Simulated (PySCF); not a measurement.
# UMP2/ANO-RCC-VDZ (sfX2C) run of GeNH2F2 (SMILES [NH2][Ge]([F])[F])

Aim: the vertical doublet–quartet gap of GeNH2F2 at UMP2/ANO-RCC-VDZ (sfX2C), from 2 runs. Input form: a Python script.

The results are computed with PySCF 2.14.0.

2 further runs of the same task are left out: 1 that didn't finish, 1 set aside as unsound or not needed.

**1. Starting point**

GeNH2F2 has 6 atoms, charge 0, and is taken as a doublet. SMILES: `[NH2][Ge]([F])[F]`. Geometry: relaxed at PBE0-D4/def2-TZVP. This is one conformer, not always the lowest.

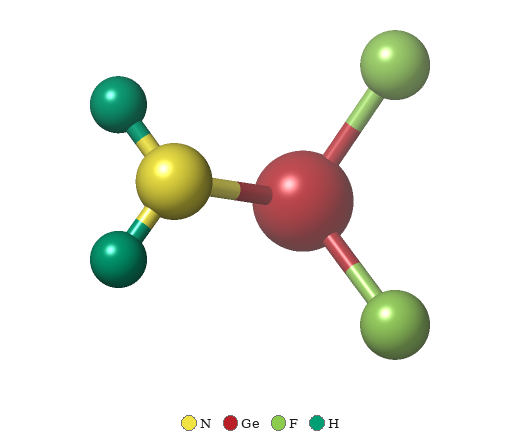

The structure, seen from a chosen angle (nitrogen yellow, germanium red, fluorine green, hydrogen teal).

**2. The energy at UMP2/ANO-RCC-VDZ (sfX2C)**

The input, job.py:

```python
# [NH2][Ge]([F])[F]
from pyscf import gto, mp

mol = gto.Mole()
mol.atom = '''
N     -0.210000     0.851700    -0.337900
Ge    -0.063300    -0.777400     0.494800
F      1.530800    -0.792600     1.183100
F     -0.040400    -1.943900    -0.791100
H     -0.118800     1.641600     0.290300
H     -1.056300     0.956600    -0.885200
'''
mol.spin = 1
mol.basis = 'ano-rcc-vdz'
mol.max_memory = 1860
mol.charge = 0
mol.verbose = 3
mol.build()

hf = mol.UHF()
hf = hf.x2c()
hf.conv_tol = 1e-10
hf.kernel()
if not hf.converged:
    hf = hf.newton().run(hf.mo_coeff, hf.mo_occ)

pt = mp.MP2(hf, frozen=12).run()
etot = pt.e_tot
print('E(%s) = %.9f' % ('MP2', etot))
```

Command:

```sh
$ OMP_NUM_THREADS=1 python job.py
```

Log:

```text
converged SCF energy = -2351.84997070334  <S^2> = 0.77020981  2S+1 = 2.0201087
E(UMP2) = -2352.26020531626  E_corr = -0.410234612917927
E(SCS-UMP2) = -2352.24542077599  E_corr = -0.395450072648272
E(MP2) = -2352.260205316
```

It took 5.7 s on 1 thread of Arm Neoverse V2, shared host; peak memory 0.17 GiB.

**3. The quartet**

The input, input.py:

```python
from pyscf import gto, scf, mp

molecule = gto.M(
    atom='''
N   -0.210000   0.851700  -0.337900
Ge  -0.063300  -0.777400   0.494800
F    1.530800  -0.792600   1.183100
F   -0.040400  -1.943900  -0.791100
H   -0.118800   1.641600   0.290300
H   -1.056300   0.956600  -0.885200
''',
    basis='ano-rcc-vdz',
    spin=3,
    verbose=3,
    max_memory=1860,
)

mf = scf.UHF(molecule)
mf = mf.sfx2c1e()
mf.conv_tol = 1e-10
mf.kernel()
if not mf.converged:
    mf = mf.newton().run(mf.mo_coeff, mf.mo_occ)

pt = mp.MP2(mf, frozen=12).run()
energy = pt.e_tot
print('E = %.10f Eh' % energy)
```

Command:

```sh
$ OMP_NUM_THREADS=1 python input.py
```

Log:

```text
WARN: HOMO 0.0665659554425271 >= LUMO -0.342955809978493

WARN: HOMO -0.19212113004083 >= LUMO -0.238296659360792

converged SCF energy = -2351.62321252472  <S^2> = 3.7628376  2S+1 = 4.0064136
E(UMP2) = -2352.00812914578  E_corr = -0.384916621058486
E(SCS-UMP2) = -2351.99259082388  E_corr = -0.369378299153448
E = -2352.0081291458 Eh
```

Wall time 5.7 s (1 thread of Arm Neoverse V2, shared host); peak memory 0.17 GiB.

**4. What came out**

At UMP2/ANO-RCC-VDZ (sfX2C), 12 core orbitals frozen:

```
                                                           quantity           value
                                              doublet: total energy  -2352.26021 Eh
                      doublet: dipole moment (Hartree–Fock density)          5.73 D
doublet: HOMO energy (Hartree–Fock orbitals) (highest over α and β)       -11.24 eV
 doublet: LUMO energy (Hartree–Fock orbitals) (lowest over α and β)        -0.91 eV
              doublet: correlation energy (12 core orbitals frozen)      -410.2 mEh
                         doublet: ⟨S²⟩ of the reference determinant           0.770
                                              quartet: total energy  -2352.00813 Eh
                      quartet: dipole moment (Hartree–Fock density)          3.29 D
quartet: HOMO energy (Hartree–Fock orbitals) (highest over α and β)        -4.28 eV
 quartet: LUMO energy (Hartree–Fock orbitals) (lowest over α and β)        -3.43 eV
              quartet: correlation energy (12 core orbitals frozen)      -384.9 mEh
                         quartet: ⟨S²⟩ of the reference determinant           3.763
                   vertical energy of the quartet above the doublet        6.859 eV
```

What this shows: At this shape the quartet lies 6.86 eV (662 kJ/mol) above the doublet. Mulliken charges (quartet) of the mean-field density run from -0.60 on F3 to +1.68 on Ge2; they depend strongly on the basis.
